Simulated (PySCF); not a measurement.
## A study: C3H6GeO, SMILES `C#[C][GeH2][O]C`

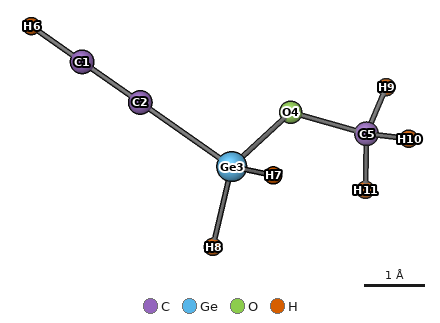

The molecule, with its atoms numbered as below. No frequency check shows the geometry to be a minimum.

Coordinates in Å:

```
C1      -2.7893    0.8786    0.0001
C2      -1.7239    0.3206   -0.0002
Ge3     -0.0498   -0.5646   -0.0000
O4       1.0794    0.7785    0.0000
C5       2.4837    0.6787    0.0000
H6      -3.7197    1.3725    0.0004
H7       0.1377   -1.4061    1.2404
H8       0.1383   -1.4061   -1.2402
H9       2.8769    1.6967   -0.0010
H10      2.8515    0.1570    0.8884
H11      2.8520    0.1569   -0.8869
```

## 1. Bonding charge

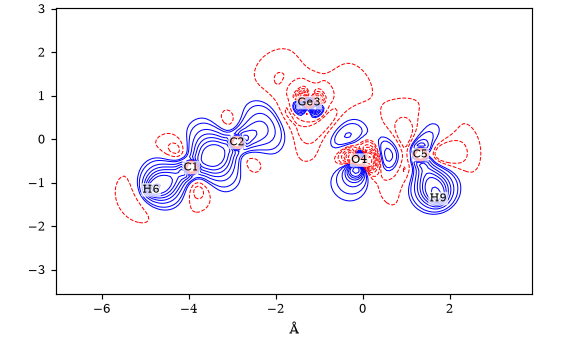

Deformation density (molecule less spherical, spin-averaged free atoms) in the plane of C1, C2, Ge3, O4, C5, H6 and H9; contours at ±0.05 to ±0.8 e/Å³; solid blue lines: gain, dashed red lines: loss.

Method: PBE0/cc-pVDZ; geometry: GFN2-xTB; program: PySCF.

**How much density has each bond in this plane gained at its critical point, relative to the free atoms?**

C1–H6: +0.75 e/Å³ at the bond critical point (bond length 1.05 Å, Mayer order 1.1). C1–C2: +0.74 e/Å³ at the bond critical point (bond length 1.20 Å, Mayer order 2.5). C5–H9: +0.72 e/Å³ at the bond critical point (bond length 1.09 Å, Mayer order 1.0). C2–Ge3: +0.14 e/Å³ at the bond critical point (bond length 1.89 Å, Mayer order 1.0). O4–C5: +0.03 e/Å³ at the bond critical point (bond length 1.41 Å, Mayer order 1.0); up to 0.6 Å beside the axis the gain reaches +0.24 e/Å³. Ge3–O4: −0.01 e/Å³ at the bond critical point (bond length 1.75 Å, Mayer order 1.0); up to 0.6 Å beside the axis the gain reaches +0.19 e/Å³. In all, 2.6 electrons gather in the regions of gain relative to the promolecule. A small or negative value marks a very polar bond, one between electron-rich atoms, whose free-atom densities already overlap strongly, a long bond to a heavier atom, or a closed-shell contact such as a hydrogen bond.

**Where do the Hirshfeld charges lie?**

The highest Hirshfeld charge is on Ge3 (+0.43 e), the lowest on O4 (−0.23 e).

## 2. Bond critical points

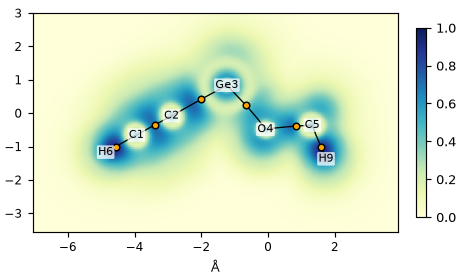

Localised orbital locator (LOL) in the plane of C1, C2, Ge3, O4, C5, H6 and H9, with bond paths and bond critical points (dots).

**Rank the bonds in the plane by LOL at their critical points.**

C1–H6: about 0.92; C5–H9: about 0.90; C1–C2: about 0.69; O4–C5: about 0.54; C2–Ge3: about 0.44; Ge3–O4: about 0.32. Values above 0.5 mark slow, localised electrons, as in shared pairs; low values at a critical point mark a polar or closed-shell contact whose critical point lies between the shells.

**Where along C1–H6 does the critical point lie?**

0.71 Å from C1 and 0.35 Å from H6.

## 3. Local ionisation energy

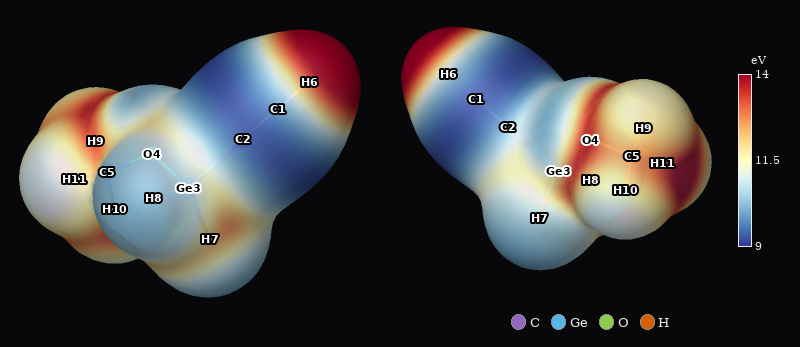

Average local ionisation energy on the surface of electron density 0.001 a.u. (back view left, front view right).

**Where are the most loosely bound electrons on this surface?**

The lowest value is 9.2 eV, off the C1–C2 bond (2.1 to 2.2 Å from its atoms), and at like points elsewhere. Further minima include 10.0 eV, 1.5 Å from H8, and at like points elsewhere. For comparison, the highest occupied orbital lies at −7.6 eV.

## 4. Excited states

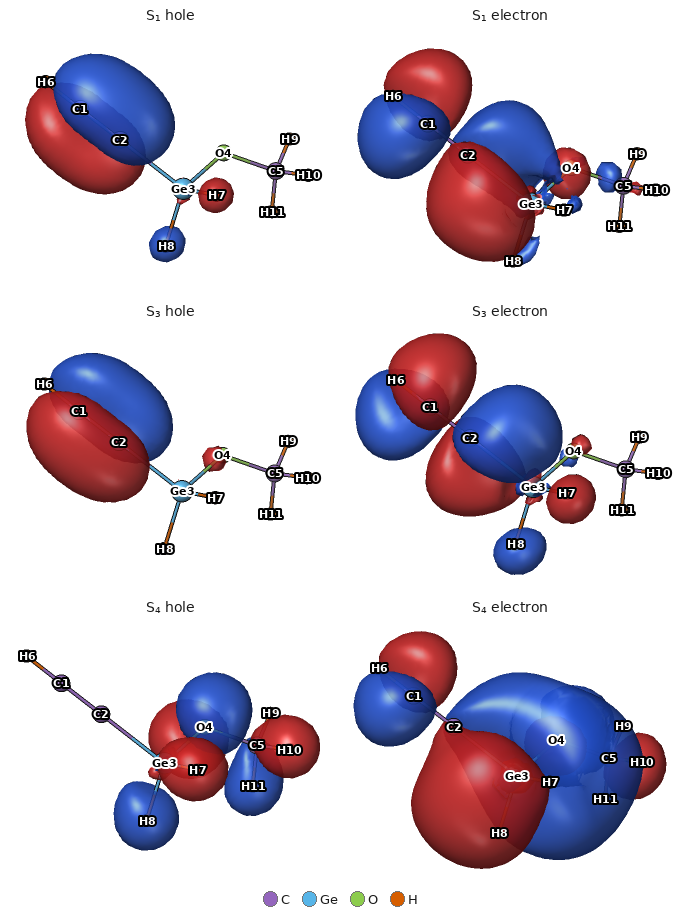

Leading natural transition orbitals (TDA singlet states).

Method: BHandHLYP/def2-SVP; geometry: GFN2-xTB; program: PySCF. Without diffuse functions Rydberg states are missing, so the states' numbers hold for this basis only.

**Describe these excited states.**

By state:
- S₁: 6.19 eV (200 nm), f = 0.000 (very weak); the leading pair carries 88 %; hole on C1 (45 %), C2 (44 %) and Ge3 (5 %), electron on C1 (36 %), C2 (31 %) and Ge3 (19 %); their centroids lie 0.4 Å apart.
- S₃: 6.57 eV (189 nm), f = 0.000 (very weak); the leading pair carries 88 %; hole on C1 and C2 (45 % each), electron on C1 (38 %), C2 (34 %) and Ge3 (16 %); their centroids lie 0.3 Å apart; S₂ lies within 0.1 eV of it.
- S₄: 7.14 eV (174 nm), f = 0.000 (dark), n → σ*; the leading pair carries 99 %; hole on O4 (59 %), Ge3 (10 %) and C5 (9 %), electron on Ge3 (42 %), O4 (13 %) and C1 and C2 (10 % each); their centroids lie 1.5 Å apart.

## 5. In an electric field

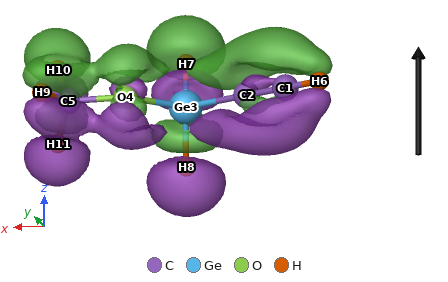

Change of the electron density in a uniform field of 0.51 V/Å along +z (arrow), surfaces at ±0.003 e/Å³ (purple: gain, green: loss).

PySCF calculation, B3LYP/def2-SVPD, gas phase; geometry: GFN2-xTB.

**How large is the response?**

The induced dipole is 1.41 D (along the field); α along this axis, from the fields in both directions, is 55 bohr³ (8.2 Å³).

**Which atoms gain and lose the most charge?**

Electrons gather most on H8 (Hirshfeld charge changes by −0.024 e) and leave H7 most (+0.024 e); 0.141 electrons are displaced in all.
